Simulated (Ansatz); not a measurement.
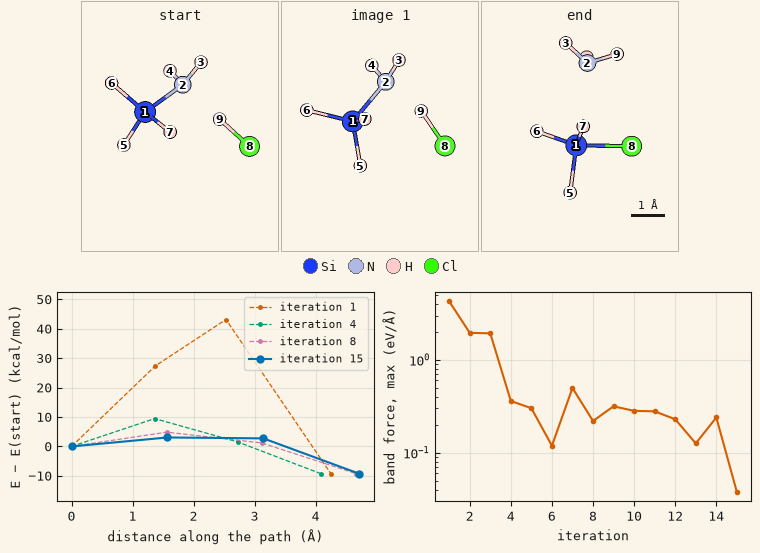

A nudged-elastic-band calculation for SiNH$_{6}$Cl. Images are numbered from 0 (start) to 3 (end). The plot follows the band through its iterations. Style: ball-and-stick. Shown from a free direction.

Method: RKS PBE0/6-31G* (Ansatz 0.2.0). Settings: 2 movable images; no climbing image; force threshold 0.05 eV/Å; iteration limit 60; starting path through a guess of the saddle point.

Judge this run.

The run is converged, with reservations. The band converged in 15 iterations. The largest component of the band force went from 4.3 to 0.038 eV/Å. No image climbed, so the highest image needn't lie on the saddle point, and the true maximum along this path can be higher. So few images resolve the path coarsely. The first iteration put the highest image at 43.2 kcal/mol. The energy climbs by 3.1 kcal/mol to image 1 and then falls by 12.3 kcal/mol, so the end point sits at −9.3 kcal/mol.

The run took 85 s on 1 thread of Arm Neoverse V1, on a shared host, peak memory 0.13 GiB.
